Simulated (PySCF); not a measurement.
**One shape, several levels: AlH5O (Al(H2O)H3)**

Wanted: a comparison of 6 runs (SVWN5/STO-3G, UPBE0/STO-3G, wB97X-V/STO-3G, UMP2/STO-3G, NEVPT2(2,2)/STO-3G, UCCSD(T)/STO-3G) of AlH5O (Al(H2O)H3). The job is set up through a Python script.

Program for the calculation: PySCF 2.14.0.

1 further run of the same task is left out (set aside as unsound or not needed).

## Step 1: The molecule

AlH5O has 7 atoms, charge 0, and is taken as a singlet. As SMILES, `[H][Al]([H])([H])<-[OH2]`. The Al1–O2 distance was set to 5.294 Å, away from the relaxed value. At this shape a bond of the SMILES string is far longer than usual.

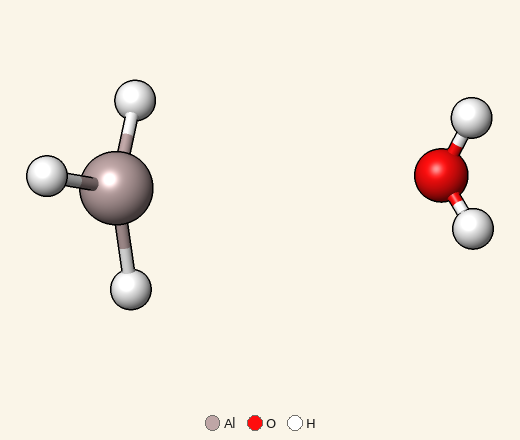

The structure, seen from a chosen angle (aluminium light grey, oxygen red, hydrogen white).

## Step 2: A single-point energy at SVWN5/STO-3G (run 1)

geometry.xyz reads:

```xyz
7

Al     0.151767    -0.245864    -4.274665
O     -0.024940     0.038110     1.009060
H     -0.734700    -0.319470     1.555830
H      0.587960     0.568180     1.531290
H      1.720797    -0.222664    -4.375055
H     -0.622143     1.063226    -4.666195
H     -0.624353    -1.611734    -4.366925
```

calc.py reads:

```python
from pyscf import gto, dft

mol = gto.M(
    atom='geometry.xyz',
    spin=0,
    charge=0,
    basis='sto-3g',
    verbose=4,
    max_memory=1860,
)

mf = dft.RKS(mol, xc='svwn')
mf.conv_tol = 1e-10
mf.grids.level = 5
mf.kernel()
if not mf.converged:
    mf = mf.newton().run(mf.mo_coeff, mf.mo_occ)

e_final = mf.e_tot
print('Final energy', e_final)
```

Command:

```bash
OMP_NUM_THREADS=1 python calc.py
```

Log:

```text
PySCF version 2.14.0

[... 77 lines left out ...]
converged SCF energy = -314.852694274244
Final energy -314.8526942742438
```

Wall time 2.3 s (1 thread of Arm Neoverse V1, shared host); peak memory 0.14 GiB.

## Step 3: The energy at UPBE0/STO-3G (run 2)

geometry.xyz, as its differences from that of step 2:

```diff
@@ -1,3 +1,3 @@
 7
-
+AlH5O
 Al     0.151767    -0.245864    -4.274665
```

calc.py reads:

```python
from pyscf import gto, dft

molecule = gto.M(
    atom='geometry.xyz',
    basis='sto-3g',
    verbose=3,
    max_memory=1860,
)

calc0 = dft.UKS(molecule, xc='pbe0')
calc0.grids.level = 5
calc0.conv_tol = 1e-10
calc0.kernel()
if not calc0.converged:
    calc0 = calc0.newton().run(calc0.mo_coeff, calc0.mo_occ)
for _ in range(3):
    mo, _, stable, _ = calc0.stability(return_status=True)
    if stable:
        break
    calc0.kernel(calc0.make_rdm1(mo, calc0.mo_occ))

e_tot = calc0.e_tot
print('E(%s) = %.9f' % ('PBE0', e_tot))
```

Command:

```bash
OMP_NUM_THREADS=1 python calc.py
```

Log:

```text
converged SCF energy = -316.377751760254  <S^2> = 7.9936058e-14  2S+1 = 1
<class 'pyscf.dft.uks.UKS'> wavefunction is stable in the internal stability analysis
E(PBE0) = -316.377751760
```

It took 14 s on 1 thread of Arm Neoverse V1, shared host; peak memory 0.41 GiB.

Runs 3 to 5 aren't shown in full; the table further down has their settings and results.

## Step 4: The energy at UCCSD(T)/STO-3G (run 6)

calc.py reads:

```python
from pyscf import gto, scf, cc

molecule = gto.Mole()
molecule.atom = '''
Al     0.151767    -0.245864    -4.274665
O     -0.024940     0.038110     1.009060
H     -0.734700    -0.319470     1.555830
H      0.587960     0.568180     1.531290
H      1.720797    -0.222664    -4.375055
H     -0.622143     1.063226    -4.666195
H     -0.624353    -1.611734    -4.366925
'''
molecule.verbose = 3
molecule.max_memory = 1860
molecule.spin = 0
molecule.charge = 0
molecule.basis = 'sto-3g'
molecule.build()

mf = scf.UHF(molecule)
mf.conv_tol = 1e-10
mf.kernel()
if not mf.converged:
    mf = mf.newton().run(mf.mo_coeff, mf.mo_occ)
for _ in range(3):
    mo, _, stable, _ = mf.stability(return_status=True)
    if stable:
        break
    mf.kernel(mf.make_rdm1(mo, mf.mo_occ))

mycc = cc.CCSD(mf, frozen=6)
mycc.kernel()
e_t = mycc.ccsd_t()
energy = mycc.e_tot + e_t
print('Final energy', energy)
```

Command:

```bash
OMP_NUM_THREADS=1 python calc.py
```

Log:

```text
converged SCF energy = -315.672298436529  <S^2> = 3.549161e-11  2S+1 = 1
<class 'pyscf.scf.uhf.UHF'> wavefunction is stable in the internal stability analysis
E(UCCSD) = -315.7746846337461  E_corr = -0.1023861972171009
UCCSD(T) correction = -0.000468465513270537
Final energy -315.77515309925934
```

It took 0.88 s on 1 thread of Arm Neoverse V1, shared host; peak memory 0.12 GiB.

## Step 5: Overview of the runs

```
run               level  follow instability  nlc grid  energy (Eh)  dipole moment (D) of the reference  HOMO energy (eV)  LUMO energy (eV)  wall time
  1        SVWN5/STO-3G                   –         –  -314.852694                                2.55             -1.58              2.58      2.3 s
  2        UPBE0/STO-3G                 yes         –  -316.377752                                2.63             -4.30              3.92       14 s
  3      wB97X-V/STO-3G                   –         1  -316.511311                                2.65             -6.96              6.43       24 s
  4         UMP2/STO-3G                 yes         –  -315.742724                                2.82             -8.94              8.41     0.78 s
  5  NEVPT2(2,2)/STO-3G                   –         –  -315.755077                                2.82             -8.94              8.41     0.96 s
  6     UCCSD(T)/STO-3G                 yes         –  -315.775153                                2.82             -8.94              8.41     0.88 s
```

## Step 6: What came out

```
                                          quantity          value
                               run 6: total energy  -315.77515 Eh
       run 6: dipole moment (Hartree–Fock density)         2.82 D
        run 6: HOMO energy (Hartree–Fock orbitals)       -8.94 eV
        run 6: LUMO energy (Hartree–Fock orbitals)        8.41 eV
      run 6: HOMO–LUMO gap (Hartree–Fock orbitals)       17.35 eV
run 6: correlation energy (6 core orbitals frozen)     -102.9 mEh
                             run 6: (T) correction      -0.47 mEh
                              run 6: T1 diagnostic          0.007
```

Over runs 1, 2, 3 the dipole moment (its size) runs from 2.55 D (SVWN5/STO-3G) to 2.65 D (wB97X-V/STO-3G). Over runs 1, 2, 3 the HOMO–LUMO gap runs from 4.17 eV (SVWN5/STO-3G) to 13.39 eV (wB97X-V/STO-3G). Totals of different functionals can't be ranked against each other. In runs 1, 2, 3, 4, 5, 6 the basis is minimal, so the values are rough. All runs together took 43 s, the longest 24 s.
